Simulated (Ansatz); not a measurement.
A series of calculations on AlPH₅Cl

### Relaxation

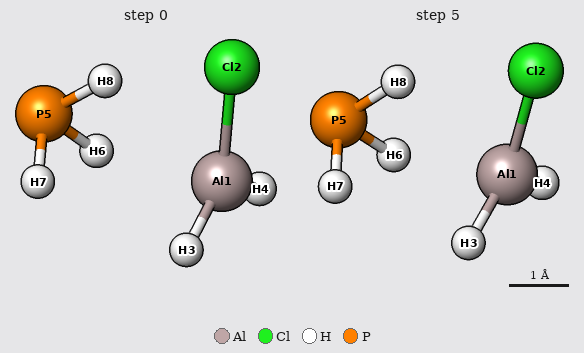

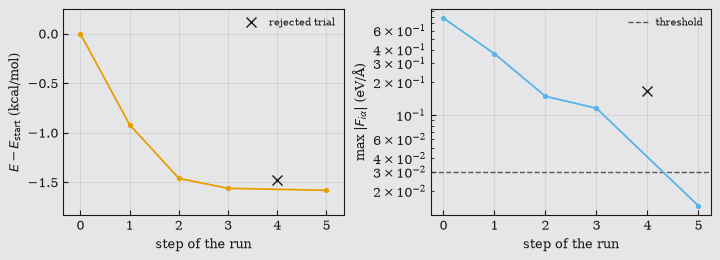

First and last geometry of a relaxation of AlPH₅Cl, with the history of the run. A ball-and-stick model, seen at a tilt.

The run prepares an end point of a later path (reaction) calculation, from a guessed geometry.

Computed with RKS revPBE-D4/def2-SVP (Ansatz 0.2.0).

The input:
```yaml
crystal:
  periodic: [false, false, false]
  atoms:
    - { symbol: Al, position_ang: [0.027144, 0.093097, 0.093826] }
    - { symbol: Cl, position_ang: [-0.116406, 0.602512, 2.232805] }
    - { symbol: H, position_ang: [1.479058, 0.102147, -0.554352] }
    - { symbol: H, position_ang: [-1.345838, -0.08818, -0.687507] }
    - { symbol: P, position_ang: [0.200753, -3.201773, 1.182592] }
    - { symbol: H, position_ang: [-0.69376, -2.855101, 0.104684] }
    - { symbol: H, position_ang: [1.372292, -2.774826, 0.461001] }
    - { symbol: H, position_ang: [0.045758, -1.938876, 1.83885] }
basis:
  gaussian: { orbitals: def2-SVP }
hamiltonian:
  xc: revpbe
  dispersion: d4
relax:
  f_tol: 0.03
  max_steps: 50
output:
  orbitals: {}
```

Launched with:
```bash
ansatz run input.yaml --threads 2 --pin off --max-ram 3072MiB --backend cpu --events-out ev --progress --plain --runs-dir out
```

> Read the history and describe the run.

It converged. The largest move after the best rigid fit is that of Cl2, 0.23 Å. Largest moves by element: Cl 0.23 Å, H 0.21 Å, Al 0.16 Å, P 0.11 Å. Among the contacts that change: Al1–P5 3.474 → 3.262 Å, Al1–Cl2 2.203 → 2.144 Å, P5–H8 1.432 → 1.447 Å. The energy falls by 1.58 kcal/mol in 4 accepted moves (5 points after the start). Largest force component: 0.78 eV/Å at the start, 0.015 eV/Å at the end. The line search rejected the trial step at point 4 of the run.

Limits of the set-up: the start holds two separate molecules, 2.6 Å apart at their closest, whose relative position is a soft coordinate.

### Relaxation

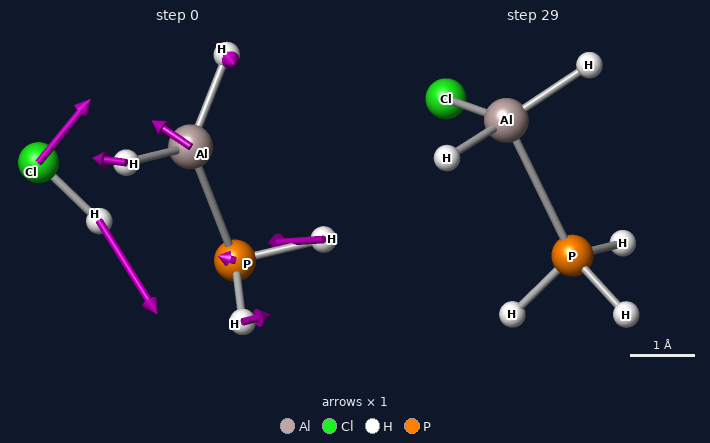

The structure of AlPH5Cl before (left) and after (right) a relaxation, at one scale. The purple arrows give the displacements, at their true length.

Style: ball-and-stick. Shown from a free direction.

The run prepares an end point of a later path (reaction) calculation, from a guessed geometry.

These are results of RKS revPBE-D4/def2-SVP (Ansatz), not measurements.

The input:
```yaml
crystal:
  periodic: [false, false, false]
  atoms:
    - { symbol: Al, position_ang: [0.099438, -0.55453, -0.362818] }
    - { symbol: Cl, position_ang: [-0.099743, 0.2924, 2.947969] }
    - { symbol: H, position_ang: [1.453292, 0.253664, -0.624381] }
    - { symbol: H, position_ang: [-1.336055, -0.028505, -0.831279] }
    - { symbol: P, position_ang: [0.200504, -2.584049, 0.716919] }
    - { symbol: H, position_ang: [-0.708446, -3.318651, -0.12043] }
    - { symbol: H, position_ang: [1.413791, -3.077635, 0.127623] }
    - { symbol: H, position_ang: [-0.053781, -1.043693, 2.818297] }
basis:
  gaussian: { orbitals: def2-SVP }
hamiltonian:
  xc: revpbe
  dispersion: d4
relax:
  f_tol: 0.03
  max_steps: 50
```

Command:
```bash
ansatz run input.yaml --threads 2 --pin off --max-ram 3072MiB --backend cpu --events-out ev --progress --plain --runs-dir out
```

Summarise the run.

Answer. H8 moves most after the best rigid fit: 1.97 Å. By element the largest moves are H 1.97 Å, Cl 1.33 Å, Al 0.78 Å, P 0.30 Å. Some distances before and after: Cl2–H8 1.343 → 3.585 Å, Al1–Cl2 3.423 → 2.174 Å, P5–H8 2.618 → 1.427 Å, Al1–P5 2.301 → 2.550 Å. New bonds form, among them: Al1–Cl2 (3.42 → 2.17 Å), P5–H8 (2.62 → 1.43 Å). Bonds break, among them: Cl2–H8 (1.34 → 3.58 Å). Among the angles between lasting bonds that change: Al1–P5–H7 98.5° → 127.4°, H3–Al1–P5 119.1° → 101.0°, H4–Al1–P5 117.8° → 101.0°. After 25 accepted moves (29 points after the start) the energy has fallen by 1.623 eV. Largest force component: 0.85 eV/Å at the start, 0.0031 eV/Å at the end. The line search rejected the trial steps at points 3, 19, 23, 26 of the run. The forces were under the threshold at step 20, but the run went on from there. Cost: 52 s on 2 threads of Intel(R) Xeon(R) Platinum 8259CL CPU @ 2.50GHz (Skylake/Cascade Lake), with other jobs on the host, peak memory 0.17 GiB.

Limits of the set-up: the start holds two separate molecules, 2.6 Å apart at their closest, whose relative position is a soft coordinate.

### Path

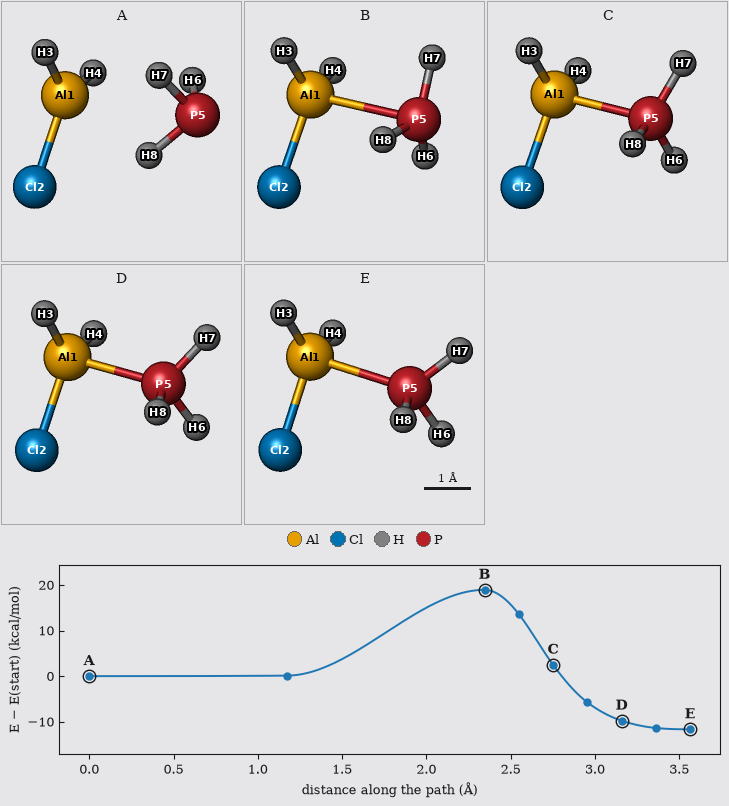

A nudged-elastic-band calculation for AlPH5Cl, made up at the start of AlH2Cl and PH$_{3}$. Images are numbered from 0 (start) to 8 (end). Frames A to E are images 0, 2, 4, 6, 8. The picture is a ball-and-stick view, seen at a tilt.

The calculation used Ansatz, RKS revPBE-D4/def2-SVP. Set-up: 7 movable images; climbing image; force threshold 0.05 eV/Å; iteration limit 60; starting path through a guess of the saddle point.

Q: What happens along the path, and what is the barrier?

A: The highest point, image 2, lies 18.9 kcal/mol above the start and 30.6 kcal/mol above the end; the end is at −11.7 kcal/mol relative to the start. Forming: Al1–P5 (3.26 → 2.71 at the top → 2.55 Å). The band converged in 38 iterations. The largest component of the band force went from 6.1 to 0.033 eV/Å. The climbing image converged on the top of the path. Its vibrational analysis gives one imaginary mode (895i cm⁻¹), as a transition state must have.

Limits of the set-up: the start holds two separate molecules, 2.5 Å apart at their closest, whose relative position is a soft coordinate.
